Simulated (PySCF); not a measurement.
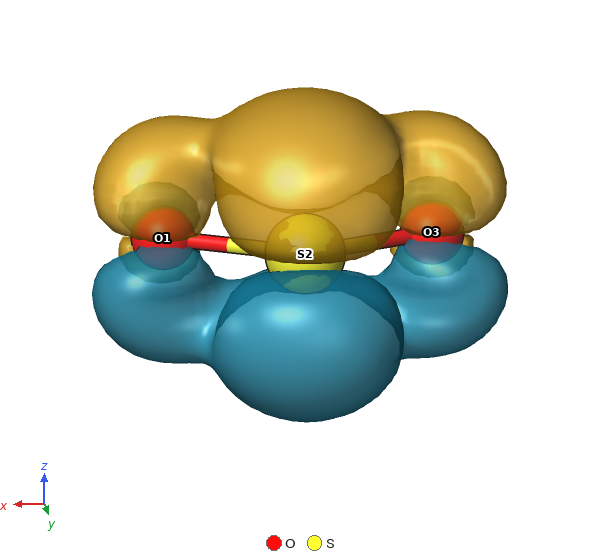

Figure. O2S, SMILES `O=S=O`. Change of the electron density in a uniform field of 0.41 V/Å, surfaces at ±0.002 e/Å³ (yellow: gain, teal: loss).

PySCF calculation, HF/6-311+G**, gas phase; geometry: GFN2-xTB. No frequency check shows the geometry to be a minimum. The basis has diffuse s and p functions alone, which still leaves polarisabilities too small, most of all across bonds. GFN2-xTB bond lengths at metals and heavier atoms can be off by up to 0.1 Å and shapes distorted, which carries into these values.

Coordinates in Å:

```
O1       1.2186   -0.3781    0.0000
S2       0.0000    0.3781    0.0000
O3      -1.2186   -0.3781    0.0000
```

The field was applied in both directions; the picture shows the one opposite to the script's first.

Along which Cartesian direction does the field point?

Along −z: electrons gather on the +z side, against the field.

What dipole is induced, and what polarisability does it imply?

The induced dipole is 0.29 D (along the field); α along this axis, from the fields in both directions, is 14 bohr³ (2.1 Å³).

Cost of the run: 1.3 s on 1 thread of Arm Neoverse V2, on a shared host, peak memory 0.17 GiB.
